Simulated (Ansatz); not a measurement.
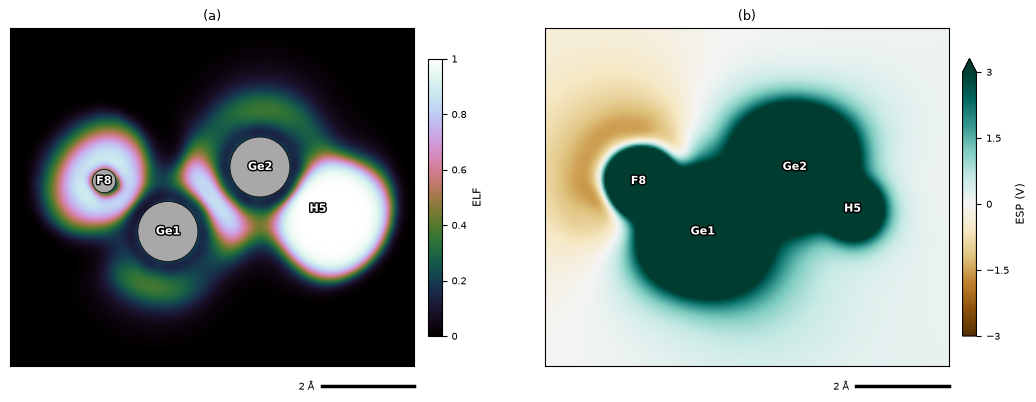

FGe$_{2}$H$_{5}$. (a) ELF; (b) electrostatic potential on the plane of atoms Ge1, Ge2 and H5. Grey discs cover the atomic cores in the ELF map.

Computed with RKS PBE0/def2-SVP in Ansatz 0.2.0.

```yaml
atoms:
  - { symbol: Ge, position_ang: [0.0260, 0.0672, 0.0083] }
  - { symbol: Ge, position_ang: [-0.0026, 0.0001, 2.4310] }
  - { symbol: H, position_ang: [-1.4380, -0.2266, 2.9323] }
  - { symbol: H, position_ang: [0.9029, -1.1371, 2.9308] }
  - { symbol: H, position_ang: [0.5186, 1.3412, 2.9805] }
  - { symbol: H, position_ang: [1.4406, 0.1838, -0.5907] }
  - { symbol: H, position_ang: [-0.9062, 1.1385, -0.5887] }
  - { symbol: F, position_ang: [-0.6009, -1.4732, -0.5431] }
```

**Interpret the plot.**

The section cuts through Ge, H and F sites.
Ge–F (1.75 Å): the ELF peaks at about 0.80 in the valence shell of F, 0.5 Å from its nucleus, and is about 0.25 at the midpoint.
Ge–Ge (2.42 Å): the ELF peaks at about 0.85 between the atoms; a covalent bond.
Ge–H (1.54 Å): the ELF climbs to about 1 towards the hydrogen.
The ELF also peaks beside F8, away from the bonds: lone-pair regions.
Outside the dense part of the molecule the potential is most negative (−1.6 V) near F8.
